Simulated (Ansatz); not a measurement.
One crystal and one scan (frozen-phonon scan) at two levels, PBE (plane waves to 420 eV, PAW, scalar-relativistic; Ansatz, a program for electronic structure) and r2SCAN (plane waves to 500 eV, PAW, scalar-relativistic; Ansatz), each from its own relaxed cell and on its own mesh. The cell shown is that of PBE.

Starting cell, GaAs (zinc blende):

```xyz
4
Lattice="0.0000 5.7456 5.7456 2.8728 0.0000 2.8728 2.8728 2.8728 0.0000" Properties=species:S:1:pos:R:3 pbc="T T T"
As     4.3092     4.3092     4.3092
As     4.3092     7.1820     7.1820
Ga     0.0000     0.0000     0.0000
Ga     2.8728     5.7456     2.8728
```

A phonon eigenvector at L = (0.5, 0.0, 0.0) is frozen into this cell: atom i moves by Q times the vector below, so Q is the largest atomic displacement, in Å. The cell is held. It is one choice among 2 degenerate patterns. (q is in reciprocal vectors of the primitive cell; the cell shown is doubled to hold the pattern.)

| atom | x | y | z |
|---|---|---|---|
| As1 | -0.267 | 0.486 | -0.753 |
| As2 | 0.267 | -0.486 | 0.753 |
| Ga3 | 0.285 | -0.520 | 0.805 |
| Ga4 | -0.285 | 0.520 | -0.805 |

GaAs was relaxed with its symmetry unable to fall. Percentages come from the unrounded values.

```tsv
quantity	PBE	r2SCAN	PBE − r2SCAN
Lattice constant a (Å)	5.746	5.667	+0.079 (+1.4 %)
Harmonic wavenumber from the curvature (finite differences) (cm⁻¹ (negative: imaginary))	60	64	-4 (-7 %)
```

PBE gives the higher value for: lattice constant a. PBE gives the lower value for: harmonic wavenumber from the curvature. Both give the same shape of the curve: a single well with its minimum at or next to zero displacement.

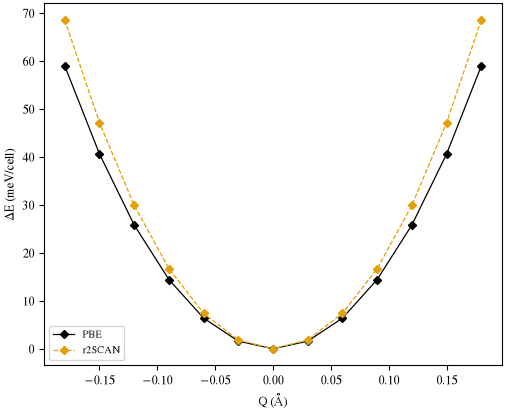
Fig. 1. ΔE, each from the undisplaced structure of its own level.

(For displaced atoms, the force is minus the slope of the energy, and its curvature is a force constant, which sets phonon frequencies.)
